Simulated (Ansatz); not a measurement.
**Ge$_{2}$H: single-point calculation**

Ge$_{2}$H (slab, 3 atoms in the cell), computed with DFT PBE+D3(BJ), scalar-relativistic, plane waves, PAW, PAW set soft_1, spin-polarised (Ansatz 0.2.0).

Figures and captions count atoms from 1; the log counts them from 0 in places.

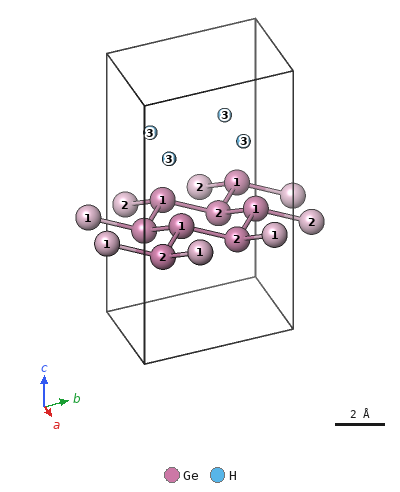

*The input geometry (ball-and-stick view of the 2 × 2 repeat of the cell, with the vacuum cut short, seen slightly off an axis; neighbours outside the cell are drawn fainter; atoms are numbered from 1 in the order of the input). An atom can appear more than once, as a periodic image.*

## The input
```yaml
crystal:
  lattice:
    - [4.0226895335, 0.0, 0.0]
    - [-2.0113447668, 3.4837513276, 0.0]
    - [0.0, 0.0, 17.6842610211]
  atoms:
    - { symbol: Ge, position: [0.3333333333, 0.6666666667, 0.2648830514] }
    - { symbol: Ge, position: [0.6666666667, 0.3333333333, 0.2261898303] }
    - { symbol: H, position: [0.5555555556, 0.4444444444, 0.4497932377], spin: 1.0 }
basis:
  ecutwfc: 420
kpoints:
  mp_grid: { grid: [9, 9, 1] }
hamiltonian:
  xc: pbe
  pseudopotentials: { kind: paw, azcp: { folder: soft_1 } }
  dispersion: d3bj
scf:
  occupations: { method: gaussian, width: 0.1 }
output:
  forces: true
  eigenvalues: true
  populations: true
  write_density: true
  write_potential: true
  elf: true
  volumetric_format: npy
magnetization:
  spin_polarized: true
efield:
  axis: 3
  dipole_correction: true
  ramp_width: 0.04
```

Command:
```bash
ansatz run input.yaml --threads 1 --pin off --max-ram 3072MiB --backend cpu --events-out ev --progress --plain --runs-dir out
```

## Output
```
Engine: ansatz 0.2.0, x86_64-unknown-linux-gnu
Pseudopotentials: kind: paw
Pseudopotential: Ge, paw, valence charge 14, recommended cutoff 420 eV (normal), [file]
Pseudopotential: H, paw, valence charge 1, recommended cutoff 420 eV (normal), [file]
Functional definition: PBE
  parameter kappa = 0.804
  parameter beta = 0.06672455060314922
  exchange = pbe_x(kappa = kappa, mu = beta*pi^2/3)
  correlation = pbe_c(beta = beta)
Crystal: 3 atoms, lattice volume = 247.828 Å³
Basis set: ecut = 420 eV, 4895 PW (Γ), exchange–correlation on 54×54×240 points (8 copies of the dense FFT grid, shifted against one another)
Bands: 19, of which v1, the nominal top of the filled ones, is band 15 counted from 1 (14 counted from 0)
Symmetry: 2 space group operations
k-points: 25 of 81 (time reversal used)
Non-local potential: Ge, projectors of the file, l = 0: 2, l = 1: 2, l = 2: 3, l = 3: 1
Non-local potential: H, projectors of the file, l = 0: 2, l = 1: 1
PAW form: soft (Blöchl's): semilocal exchange-correlation on the pseudo side does not see the compensation charge
PAW one-centre angular grid: Ge, 590 points (default); XC on 64 Gauss nodes
PAW one-centre angular grid: H, 110 points (default); XC on 64 Gauss nodes
Starting moments: Σ|m| = 1 μB on 1 of 3 sites
Initial wavefunctions: pseudopotential atomic-orbital guess
Functional: x = pbe(κ = 0.804, μ = 0.2195149727645171), c = pbe(β = 0.06672455060314922)
iter 1 solved again at ethr=1.87e-3 eV; its pass at ethr=3.10e-3 eV (dr2=5.41e-1 eV) is discarded
SCF iter   1: F=—  HF=-8603.089672 eV  |F-HF|=—  |Δ(HF+E_count)|=         —  Δρ=7.64e-3 (↑7.64e-3 ↓6.91e-3)  dr2=5.44e-1  dr2_m=8.38e-3  M=0.988 μB ∫|m|=0.999 μB  β_m=1.00  ethr=1.87e-3  p=0.000 e·Å  D=2.82e-6 V/Å  ΔV_dip=-0.00 eV  dr2_dipole=7.06e-5  V_vac-E_F(+/−)=5.55/5.55 eV  ⟨swp⟩=1.0  Hψ=6572  notcnv=0
efield: sawtooth ramp at fractional position 0.8180 (placed from the atoms, in the widest stretch of the axis that holds none; the zero of the levels goes with the place), width 0.0400; the density the first Hamiltonian is built on has a dipole p = 0.000 e·Å; the dipole correction subtracts the counter field D = 2.82e-6 V/Å, which shifts the + side's vacuum level by -0.00 eV against the − side's; the planar-averaged density in the ramp window peaks in size at 1.4e-6 e/Å³
preconditioner: auto → LDOS  [metal: Δε(μ)=0.054 eV  Ē_g=8.382 eV  σ=0.100 eV  W_gap=0.28  n_scr=28 (ndim 8)  ℏωp=7.1 eV  f_vac=0.639  D(μ)=0.51/eV (n_scr^D=2)]
spin=Collinear: LDOS preconditioning applied to the charge; magnetization (m = ρ↑ − ρ↓) channel mixes plain (no charge-response kernel on spin).
SCF iter   2: F=—  HF=-8603.020648 eV  |F-HF|=—  |Δ(HF+E_count)|=   6.90e-2  Δρ=5.10e-3 (↑5.10e-3 ↓4.71e-3)  dr2=2.41e-1  dr2_m=2.28e-3  M=0.989 μB ∫|m|=1.008 μB  β_m=1.00  ethr=1.87e-3  p=-0.002 e·Å  D=-1.74e-3 V/Å  ΔV_dip=0.03 eV  dr2_dipole=4.02e-6  V_vac-E_F(+/−)=5.23/5.20 eV  ⟨swp⟩=2.9  Hψ=1418  notcnv=0  defer=2  κ⁻¹=1.0e0(r=1)
SCF iter   3: F=—  HF=-8602.970765 eV  |F-HF|=—  |Δ(HF+E_count)|=   4.99e-2  Δρ=1.01e-3 (↑1.01e-3 ↓9.86e-4)  dr2=6.49e-3  dr2_m=1.80e-5  M=0.990 μB ∫|m|=1.012 μB  β_m=1.00  ethr=8.30e-4  p=-0.003 e·Å  D=-1.89e-3 V/Å  ΔV_dip=0.03 eV  dr2_dipole=3.55e-6  V_vac-E_F(+/−)=4.56/4.53 eV  ⟨swp⟩=3.7  Hψ=1910  notcnv=0  defer=6  κ⁻¹=2.6e-3(r=2)
SCF iter   4: F=—  HF=-8602.974015 eV  |F-HF|=—  |Δ(HF+E_count)|=   3.25e-3  Δρ=4.68e-4 (↑4.68e-4 ↓4.56e-4)  dr2=1.38e-3  dr2_m=8.83e-6  M=0.990 μB ∫|m|=1.016 μB  β_m=1.00  ethr=2.24e-5  p=-0.003 e·Å  D=-2.27e-3 V/Å  ΔV_dip=0.04 eV  dr2_dipole=6.69e-7  V_vac-E_F(+/−)=4.58/4.54 eV  ⟨swp⟩=2.3  Hψ=1661  notcnv=0  defer=20  κ⁻¹=8.6e-4(r=3)
SCF iter   5: F=—  HF=-8602.975136 eV  |F-HF|=—  |Δ(HF+E_count)|=   1.12e-3  Δρ=1.64e-4 (↑1.64e-4 ↓1.64e-4)  dr2=1.57e-4  dr2_m=1.18e-6  M=0.990 μB ∫|m|=1.018 μB  β_m=1.00  ethr=4.75e-6  p=-0.004 e·Å  D=-2.72e-3 V/Å  ΔV_dip=0.05 eV  dr2_dipole=1.29e-6  V_vac-E_F(+/−)=4.53/4.49 eV  ⟨swp⟩=2.1  Hψ=1125  notcnv=0  defer=20  κ⁻¹=1.2e-4(r=4)
SCF iter   6: F=—  HF=-8602.975961 eV  |F-HF|=—  |Δ(HF+E_count)|=   8.25e-4  Δρ=3.82e-5 (↑3.82e-5 ↓3.40e-5)  dr2=8.58e-6  dr2_m=5.24e-7  M=0.990 μB ∫|m|=1.019 μB  β_m=1.20  ethr=5.40e-7  p=-0.005 e·Å  D=-3.44e-3 V/Å  ΔV_dip=0.06 eV  dr2_dipole=1.46e-9  V_vac-E_F(+/−)=4.53/4.47 eV  ⟨swp⟩=2.0  Hψ=1222  notcnv=0  defer=20
Mixer restart at iter 6: flushing history
spin-set hold released at iteration 6 (site moments contracting): the magnetisation degrees of freedom join the quasi-Newton model from the next iteration; the mixer history was flushed
SCF iter   7: F=—  HF=-8602.976402 eV  |F-HF|=—  |Δ(HF+E_count)|=   4.41e-4  Δρ=2.56e-5 (↑2.56e-5 ↓2.37e-5)  dr2=3.78e-6  dr2_m=2.21e-7  M=0.990 μB ∫|m|=1.021 μB  β_m=0.61  ethr=2.96e-8  p=-0.005 e·Å  D=-3.48e-3 V/Å  ΔV_dip=0.06 eV  dr2_dipole=7.76e-8  V_vac-E_F(+/−)=4.53/4.47 eV  ⟨swp⟩=2.0  Hψ=1147  notcnv=0  defer=21
density mixer auto → msr1: a metal under ldos (density of states about μ 0.30 of a free-electron gas's, 28 screened modes)
SCF iter   8: F=—  HF=-8602.977462 eV  |F-HF|=—  |Δ(HF+E_count)|=   1.06e-3  Δρ=7.36e-6 (↑4.47e-6 ↓7.36e-6)  dr2=5.69e-7  dr2_m=2.80e-8  M=0.990 μB ∫|m|=1.023 μB  β_m=0.80  ethr=1.30e-8  p=-0.005 e·Å  D=-3.84e-3 V/Å  ΔV_dip=0.07 eV  dr2_dipole=1.19e-7  V_vac-E_F(+/−)=4.54/4.47 eV  ⟨swp⟩=3.9  Hψ=2028  notcnv=0  defer=21
SCF iter   9: F=—  HF=-8602.977499 eV  |F-HF|=—  |Δ(HF+E_count)|=   3.70e-5  Δρ=3.88e-6 (↑3.88e-6 ↓2.22e-6)  dr2=4.95e-8  dr2_m=1.48e-8  M=0.990 μB ∫|m|=1.023 μB  β_m=0.84  ethr=3.45e-10  p=-0.006 e·Å  D=-4.14e-3 V/Å  ΔV_dip=0.07 eV  dr2_dipole=9.98e-9  V_vac-E_F(+/−)=4.54/4.47 eV  ⟨swp⟩=15.7  Hψ=7845  notcnv=0
iter 10 met the thresholds in force, and the SCF goes on: an eigenvalue changes by 3.07 meV, over its tolerance of 0.50 meV (output.eigenvalues, Limitations)
SCF iter  10: F=-8602.977500 eV  HF=-8602.977500 eV  |F-HF|=2.77e-8  |Δ(HF+E_count)|=   6.50e-7  Δρ=1.16e-6 (↑1.16e-6 ↓1.05e-6)  dr2=1.03e-8  dr2_m=1.19e-9  M=0.990 μB ∫|m|=1.023 μB  β_m=0.84  ethr=1.71e-10  p=-0.006 e·Å  D=-4.19e-3 V/Å  ΔV_dip=0.07 eV  dr2_dipole=4.02e-11  V_vac-E_F(+/−)=4.54/4.47 eV  ⟨swp⟩=11.3  Hψ=6355  notcnv=0
iter 11 met the thresholds in force, and the SCF goes on: an eigenvalue changes by 1.23 meV, over its tolerance of 0.50 meV (output.eigenvalues, Limitations)
SCF iter  11: F=-8602.977500 eV  HF=-8602.977500 eV  |F-HF|=4.43e-9  |Δ(HF+E_count)|=   4.33e-8  Δρ=4.42e-7 (↑3.44e-7 ↓4.42e-7)  dr2=2.21e-9  dr2_m=1.06e-10  M=0.990 μB ∫|m|=1.023 μB  β_m=1.00  ethr=3.54e-11  p=-0.006 e·Å  D=-4.21e-3 V/Å  ΔV_dip=0.07 eV  dr2_dipole=2.17e-10  V_vac-E_F(+/−)=4.54/4.47 eV  ⟨swp⟩=6.3  Hψ=5565  notcnv=0
Mixer restart at iter 11: flushing history
SCF iter  12: F=-8602.977500 eV  HF=-8602.977500 eV  |F-HF|=1.29e-8  |Δ(HF+E_count)|=   1.18e-8  Δρ=6.19e-7 (↑5.46e-7 ↓6.19e-7)  dr2=1.02e-8  dr2_m=5.29e-11  M=0.990 μB ∫|m|=1.023 μB  ethr=7.64e-12  p=-0.006 e·Å  D=-4.22e-3 V/Å  ΔV_dip=0.07 eV  dr2_dipole=1.20e-9  V_vac-E_F(+/−)=4.54/4.47 eV  ⟨swp⟩=5.5  Hψ=5243  notcnv=0
SCF 1 converged in 12 iterations: F = -8602.977500 eV  dr2 = 1.02e-8
  greatest PAW one-centre occupation: 0.998 electrons in one spin orbital (limit 2), on the Ge atom at site 0 (counted from 0), in its partial waves of l = 2
```

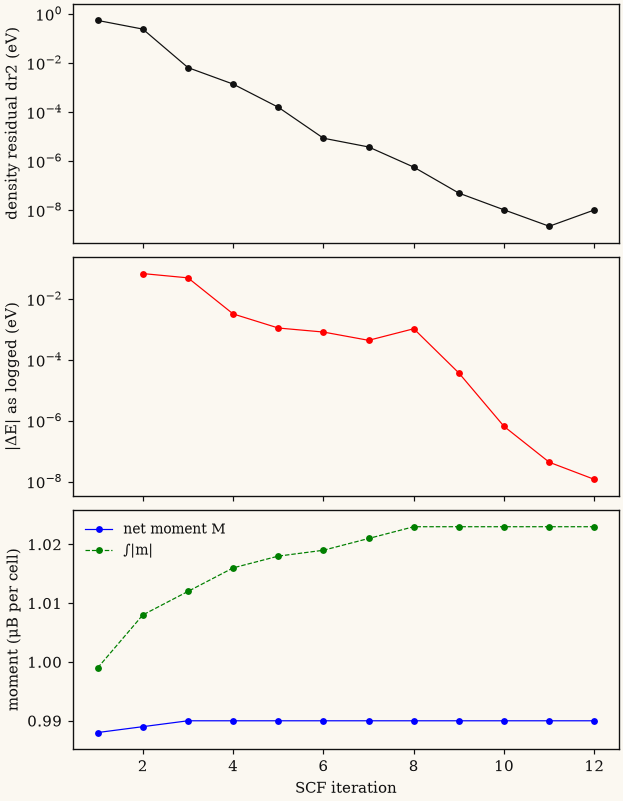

*Convergence of the self-consistent field: density residual dr2, size of the energy change and magnetic moment against the SCF iteration.*

The residual comes down, with one marked jump up, by a factor of about 5, at step 12. The net moment stays at 1.0 μB per cell.

```
WARN: The output density's exchange-correlation potential varies sharply where the density is thin. Do not read a vacuum level from v_tot or v_xc, or from such a field of the output density. On a cell that repeats whose density bears no net charge and no dipole along the vacuum's axis use v_es (v_loc + v_h of the components); under efield.dipole_correction with no amplitude use v_es + v_field, which holds any external_charges[].barrier, or the levels of the report's work_function block, which leave it out; under a non-zero efield.amplitude the vacuum is tilted and has no level; on a cell that repeats and bears such a dipole with no correction it is tilted too, and efield.dipole_correction with no amplitude gives each side of its ramp a level where efield: is served; in a cell that repeats whose density bears a net charge (total_charge, or a fill off its count) it is curved and has none; of a slab under crystal.periodic whose density bears no net charge use v_es, which has a level on each side, short of where the two are joined; of another it falls or rises all the way out and has none; of a slab beside external_charges read slab_vacuum_level instead, which it has where they leave it neutral. The grid or the basis barely resolves most such structure, and the values can differ between equally converged runs; as a rule a tighter scf.convergence.dr2_threshold does not remove it. Where the density itself ripples (under the LDA too) a higher basis.ecutwfc lessens it. The files hold the spikes' plane waves up to the density's cutoff. Files: v_tot_of_output_density and the like, and their columns of v_z.tsv (output.write_potential); v_xc_of_output_density and the like, and their columns of v_comp_z.tsv (output.write_potential_components). Measured: with its Gaussian average of σ = 0.25 Å subtracted twice, the exchange-correlation potential is over 0.1 eV at 788 of the grid points where the equally averaged density (valence and model cores) is under 1e-3 e/Å³, and 1.61 eV at the most among them, at an averaged density of 8.5e-4 e/Å³. The input density's (outcome.potential() and, of a run that writes arrays, v_tot and v_xc) is over 0.1 eV, so measured, at 788 points of its own thin density, 1.61 eV at the most. See output.write_potential in the manual, Limitations
SCF converged after 12 iterations
an eigenvalue changed by more than its tolerance at an iteration that met the thresholds in force, so the SCF went on 2 times, its first undamped step at iteration 11: the last check found none over its tolerance
Magnetization: 0.9897 μB (14.9949 up, 14.0051 down)
Absolute magnetization: 1.0231 μB (∫|ρ↑−ρ↓|, with the PAW one-centre terms)
Spin contamination: 0.0191 ħ² per cell (⟨S²⟩ above its minimum at these occupations)
Per-site moments (μB) at R_I (Å): [(-0.0021920276018465934, 0.9987461981909511), (0.007508716969590808, 0.9987461981909511), (0.9249532800327782, 1.4924428965477117)]
Free energy (F): -8602.977500 eV
Harris-Foulkes:  -8602.977500 eV  (|F-HF|=1.29e-8)
Internal energy: -8602.974989 eV  (E = F + TS)
E sigma→0 (E₀):  -8602.976244 eV
Entropy (-TS):   -0.002511 eV (-0.837 meV/atom)
Fermi energy:    -2.072057 eV
Dipole field:    D = -0.004182 V/Å  (p = -0.005727 e·Å, saw-weighted, corrected)
Work function:   Φ+ = 4.5429 eV   Φ− = 4.4690 eV
Levels:          The Fermi level and band energies are counted from a zero that moves with the ramp; work functions are not
--- Per-component energies (eV) ---
  E_band       = -589.793242
  E_kinetic    = 194.843016
  E_local      = -16103.764089  (includes V_loc(G=0)·N_el)
  E_nonlocal   = 432.604847
  E_hartree    = 7800.711018
  E_xc         = -149.949391
  E_vxc        = -138.328459  (∫ρ·V_xc dr)
  E_paw        = -4023.088598  (= ΣΔE_a)
  E_vpaw       = -576.382551  (= ΣTr[D̂ρ^β])
  E_aug_tail   = -0.000689  (compensation charges beyond the density's cutoff)
  E_efield     = 0.000012  (sawtooth field / dipole correction)
  E_vefield    = -0.183153  (∫n·V_field dr)
  E_ewald      = 3246.014742
  E_disp       = -0.345858  (pairwise vdW)
  E_smearing   = -0.002511  (= −TS)
  E_closure    = 0.000000  (closes the sum)
  Σ components = -8602.977500   (vs F -8602.977500, Δ=0.00e0)
--- Forces (eV/Å), atoms counted from 1 ---
  atom   1  Ge    -0.00048333     0.00027905     0.03800835
  atom   2  Ge     0.00562610    -0.00324823    -0.00129394
  atom   3  H     -0.00514263     0.00296910    -0.03674067
  max |Σ_I F_I| component: 2.63e-5 eV/Å
--- Band table (eV; the first three rows and the last of 50) ---
  k-point 0 ↑: bands = ["-26.5740", "-26.5738", "-26.5238", "-26.5236", "-26.5198", "-26.4507", "-26.3362", "-26.3361", "-26.3010", "-26.3009", "-13.3791", "-5.9030", "-5.1694", "-2.5134", "-2.5124", "-1.4583", "0.4943", "1.8340", "1.8342"]
  k-point 1 ↑: bands = ["-26.5803", "-26.5788", "-26.5343", "-26.5167", "-26.5050", "-26.4432", "-26.3499", "-26.3497", "-26.2924", "-26.2879", "-13.2431", "-5.9163", "-5.2551", "-3.6695", "-2.7825", "-0.3057", "0.5238", "1.7555", "2.2029"]
  k-point 2 ↑: bands = ["-26.5898", "-26.5869", "-26.5468", "-26.5037", "-26.4901", "-26.4232", "-26.3716", "-26.3702", "-26.2834", "-26.2683", "-12.8410", "-6.6408", "-5.3912", "-4.1206", "-3.3137", "-0.1448", "0.4761", "2.4158", "2.6121"]
  k-point 24 ↓: bands = ["-26.5942", "-26.5883", "-26.5714", "-26.4877", "-26.4831", "-26.4013", "-26.3923", "-26.3711", "-26.2844", "-26.2438", "-11.4791", "-9.2561", "-4.0256", "-3.3518", "-1.3194", "-0.3501", "1.4805", "3.4188", "4.5133"]
--- Löwdin populations: 3 sites ---
  site symbol       q [e]    m [muB]
     0     Ge     13.9686    -0.0236
     1     Ge     13.9604     0.0222
     2      H      0.9978     0.9884
  spilling = 0.002524 (of n_electrons = 29.000000)
```

## File populations.tsv
```
# site	symbol	l	j	q_up	q_dn
# orbitals = lowdin
# n_electrons = 29.000000
# spilling = 0.002524
0	Ge	0_4S	-	0.743421	0.743290
0	Ge	1_4P	-	1.232630	1.256423
0	Ge	2_3D	-	4.996426	4.996395
1	Ge	0_4S	-	0.744445	0.742441
1	Ge	1_4P	-	1.250444	1.230244
1	Ge	2_3D	-	4.996396	4.996426
2	H	0_1S	-	0.993109	0.004703
```

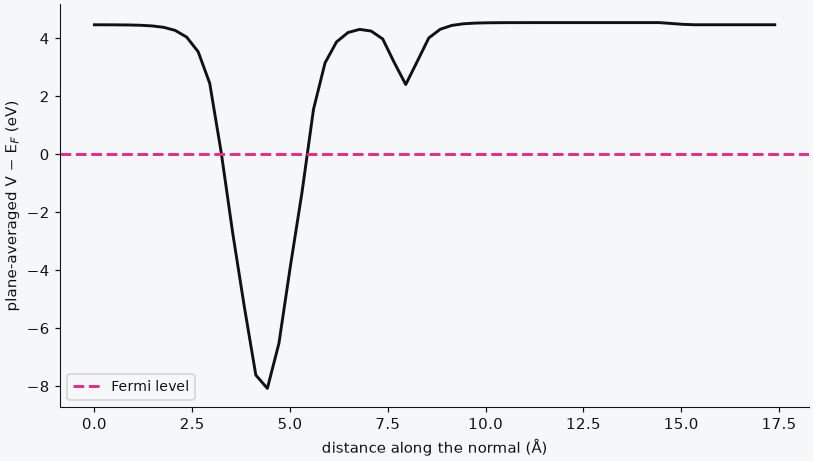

*Plane average of the electrostatic potential energy of an electron across the cell, from the Fermi level.*

The vacuum level lies 4.54 eV above the Fermi level on the upper side and 4.47 eV on the lower.

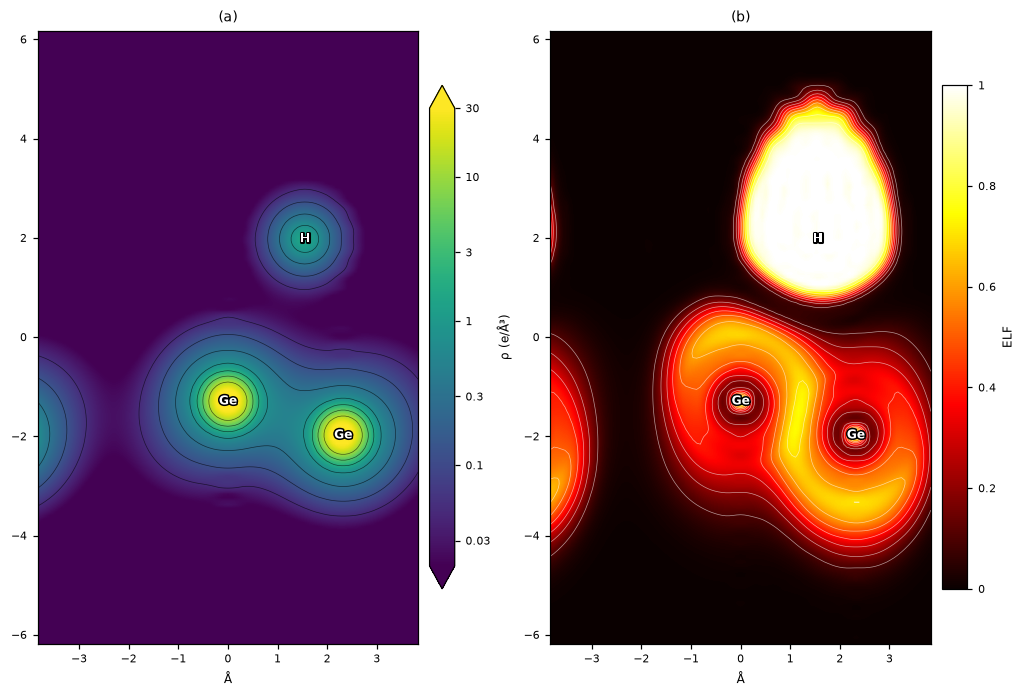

*(a) valence pseudo-density; (b) electron localisation function on the (110) plane of the calculation cell, a cut from vacuum to vacuum.*

Ge–Ge (2.42 Å): ρ at the midpoint is about 0.52 e/Å³; the ELF peaks at about 0.75 between the atoms, as expected for localised, shared-pair bonding. The density dies away to nearly zero in the vacuum. The strong features right at Ge lie inside the PAW spheres (semicore, d or f shells) and say nothing about bonding. Core electrons are frozen (PAW), so the fields are smoothed inside the atomic spheres.

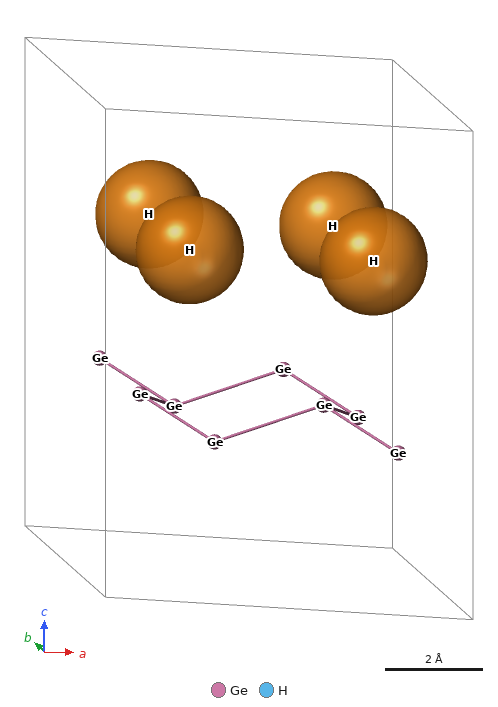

*Isosurfaces of the spin density at +0.03 (orange) and −0.03 e/Å³ (purple), seen slightly off an axis. Sticks mark near contacts.*

The spin density sits on H: +0.9 μB in one cell of 3 atoms. The cell of the calculation (3 atoms) carries 1.0 μB net. Only one sign reaches the isovalue.

## Key numbers

| quantity | value |
| --- | --- |
| outcome | converged |
| electrons treated | 29 |
| free energy | −8602.9775 eV |
| work function, top face | 4.54 eV |
| work function, bottom face | 4.47 eV |
| Fermi energy | −2.072 eV |
| gap on the k-point mesh | 0.01 eV |
| net moment of the cell | 0.99 μB |
| integrated absolute moment | 1.02 μB |
| work function (upper face) | 4.54 eV |
| largest force (length of the vector) | 0.038 eV/Å |
| hardware | 1 thread of Intel Xeon @ 2.50GHz (Skylake/Cascade Lake), 189 GiB of memory available, shared host |
| wall time | 72 s |
| peak memory | 0.52 GiB |

## Notes

The program warns: the exchange-correlation potential is rough where the density is thin.
